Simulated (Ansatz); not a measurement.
hcp Lu, treated with revPBE (Ansatz, a program for electronic structure, PAW).

Settings: plane-wave cutoff 520 eV, 18×18×10 k mesh (along the axes of the cell as run), Fermi–Dirac smearing 0.05 eV, scalar-relativistic PAW data made under PBE.

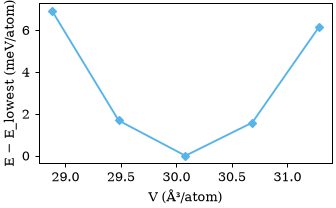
Fig. 1. Total energy against volume

Problem. From the curve, estimate the equilibrium volume and the bulk modulus.

Solution. V0 ≈ 30.1 Å³/atom and B0 ≈ 43 GPa; the fit gives V0 = 30.082 Å³/atom, B0 = 43.4 GPa, B′ = 3.5.

Shape and atoms are relaxed at each volume.

Measured, for comparison: bulk modulus 47.6 GPa (room temperature, no zero-point or thermal correction; as tabulated in Wikipedia's data pages); equilibrium volume per atom 29.52 Å³/atom (room temperature, no zero-point or thermal correction; as tabulated in Söderlind et al. (2014), doi:10.1088/0953-8984/26/41/416001). Computed (rounded) less measured: bulk modulus -9 %, equilibrium volume per atom +1.9 %.

Note: the bulk modulus comes from volumes at which shape and atoms were relaxed.

Spin–orbit coupling is not included.

Static lattice: no zero-point or thermal effects.
